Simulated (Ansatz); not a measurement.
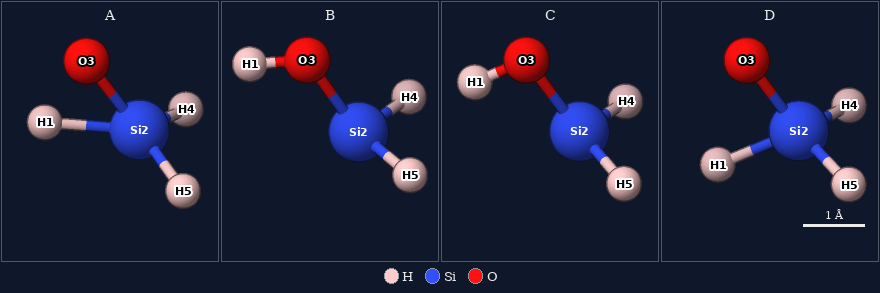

4 geometries from a converged minimum-energy path of SiH3O (multiplicity 2), shuffled. The picture is a ball-and-stick view, seen from a free direction.

Theory: UKS PBE0/def2-TZVP in Ansatz. Run with 7 movable images; climbing image; force threshold 0.03 eV/Å; iteration limit 60; starting path through a guess of the saddle point.

Which frame is the top of the path?

A. In order along the path, whose images run from 0 to 8: D (image 1, +0.11 eV), A (image 3, +0.78 eV), C (image 5, −0.86 eV), B (image 6, −1.12 eV). A hydrogen atom shifts from one atom to another. Breaking: H1–Si2 (1.49 → 1.58 at the top → 2.26 Å). Forming: H1–O3 (2.43 → 1.41 at the top → 0.96 Å).
